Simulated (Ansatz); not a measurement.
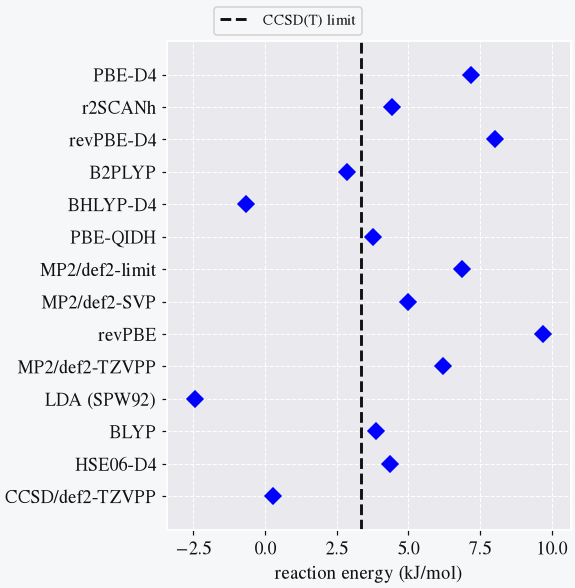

Electronic reaction energy of BNH₃SCl (NB(S)Cl) + NH₃ (N) → BN₂H₅S (NB(N)S) + HCl (Cl) (SMILES in brackets) at several levels (functionals in def2-TZVPP unless a basis is named), isolated molecules at PBE0-D4 triple-zeta geometries, minima by their frequencies, no zero-point or thermal terms, the Ansatz code 0.2.0. The line is frozen-core CCSD(T) at the basis limit (MP2 extrapolated from triple and quadruple zeta, plus CCSD(T) less MP2 in a smaller set). B2PLYP and PBE-QIDH hold a correlation term that converges slowly with the basis, so part of the distance to the limit is basis error. No dispersion term is added to r2SCANh, B2PLYP, PBE-QIDH, revPBE and BLYP. The distance of MP2/def2-SVP, MP2/def2-TZVPP and CCSD/def2-TZVPP to the limit includes basis error.

Q: What do zero-point energy and temperature add?

A: Zero-point change −7.5 kJ/mol; at 298.15 K and 1 bar the CCSD(T) limit plus thermal terms gives an enthalpy of reaction of −2.9 and a free energy of −3.9 kJ/mol (harmonic PBE0-D4 modes, ideal gas).

Q: Give the values.

A:
```csv
level,kJ/mol,less CCSD(T) limit
PBE-D4,7.2,3.8
r2SCANh,4.4,1.1
revPBE-D4,8.0,4.7
B2PLYP,2.9,−0.5
BHLYP-D4,−0.6,−4.0
PBE-QIDH,3.8,0.4
MP2/def2-limit,6.9,3.5
MP2/def2-SVP,5.0,1.6
revPBE,9.7,6.3
MP2/def2-TZVPP,6.2,2.8
LDA (SPW92),−2.5,−5.8
BLYP,3.9,0.5
HSE06-D4,4.4,1.0
CCSD/def2-TZVPP,0.3,−3.1
CCSD(T) limit,3.4,0.0
```
